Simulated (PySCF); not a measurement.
# C3H8N2Si: the cost of one run

The runs use PySCF 2.14.0, with density-fitted response routines of our own; the level of theory stands in each step. All values are computed, except where a source is named. Atoms are numbered from 0 throughout.

**1. Starting geometry**

14 atoms, charge 0, multiplicity 1; geometry from: GFN2-xTB.

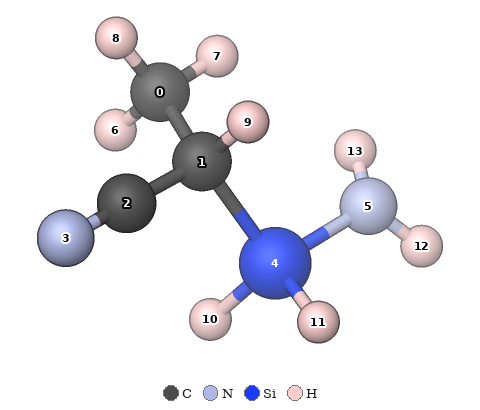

The starting geometry (carbon dark grey, nitrogen light blue, silicon blue, hydrogen pink), atoms numbered; sticks join atoms by distance.

**2. TDDFT and polarisability: wB97X-D/def2-SVPD**

Job settings and geometry (Å):

```
{"job": {"kind": "uv", "xc": "wB97X-D", "basis": "def2-SVPD", "nstates": 8, "ntriplets": 3}, "charge": 0, "multiplicity": 1}
C      1.002507     1.131238     0.558928
C      0.788867    -0.110823    -0.310022
C      1.757989    -1.107229     0.023789
N      2.518329    -1.911862     0.317440
Si    -0.959145    -0.887107    -0.113897
N     -2.036547     0.340721    -0.655990
H      0.835103     0.899038     1.609026
H      0.315407     1.920822     0.262397
H      2.019906     1.507191     0.452411
H      0.938799     0.153977    -1.361503
H     -1.101191    -1.321484     1.282866
H     -1.119982    -2.002906    -1.041222
H     -3.010104     0.109487    -0.763504
H     -1.950617     1.278466    -0.297819
```

Level: TDDFT wB97X-D/def2-SVPD, vertical, gas phase, core orbitals frozen in the response.

Run with:

```sh
> OMP_NUM_THREADS=1 python probes_run.py task.json out
```

This one command runs all jobs of the session in turn.

**Question.** How long does this first job take on 1 thread of Arm Neoverse N1, shared host, and how much memory does it need?

About 57 s, with a peak of 0.82 GiB.
